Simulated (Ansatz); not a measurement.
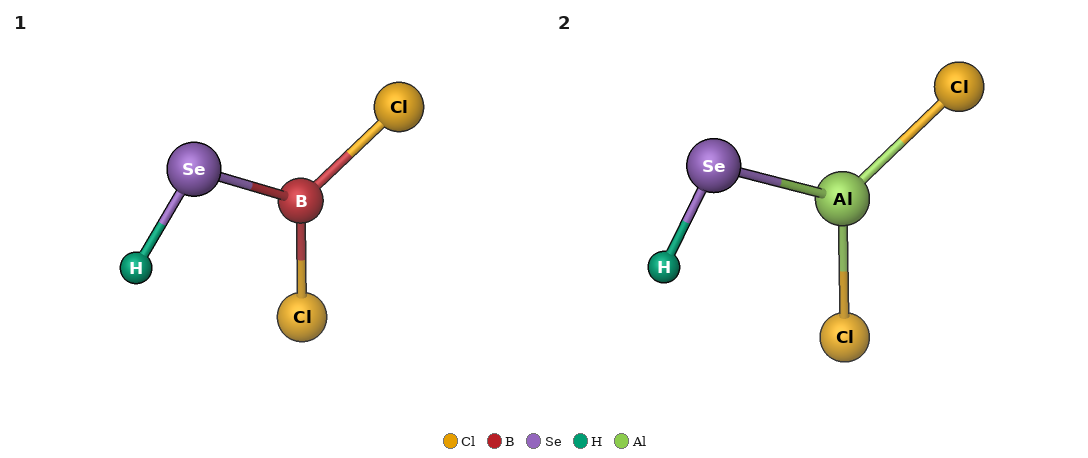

2 molecules with one skeleton, seen from the same side and at one scale. Each species is neutral and a spin singlet. Computed geometries: PBE0-D4/def2-TZVP optimisations, one conformation each. Properties computed with Ansatz 0.2.0.

One atom differs, called X below: B in panel 1, Al in panel 2. Their formulas are BCl2HSe (`ClB(Cl)[SeH]`), AlCl2HSe (`[Cl][Al]([Cl])[SeH]`).

> In which is the mean length of X–Cl larger (PBE0-D4/def2-TZVP)?

In panel 2 (X = Al).

> In which is the length of X–Se larger (PBE0-D4/def2-TZVP)?

In panel 2 (X = Al).

Give the values. With PBE0-D4/def2-TZVP: mean length of X–Cl (Å), length of X–Se (Å), smallest angle Cl–X–Se (°), largest angle Cl–X–Se (°). With ωB97M-V/def2-QZVPP: HOMO energy (Kohn–Sham orbital) (eV), HOMO–LUMO gap (eV).

```
                            quantity  1 (B)  2 (Al)   2 − 1
             mean length of X–Cl (Å)  1.745   2.079  +0.334
                  length of X–Se (Å)  1.927   2.290  +0.363
          smallest angle Cl–X–Se (°)  117.4   118.7    +1.3
           largest angle Cl–X–Se (°)  122.8   121.6    −1.2
HOMO energy (Kohn–Sham orbital) (eV)  −9.95   −9.97   −0.02
                  HOMO–LUMO gap (eV)  10.48   10.29   −0.19
```
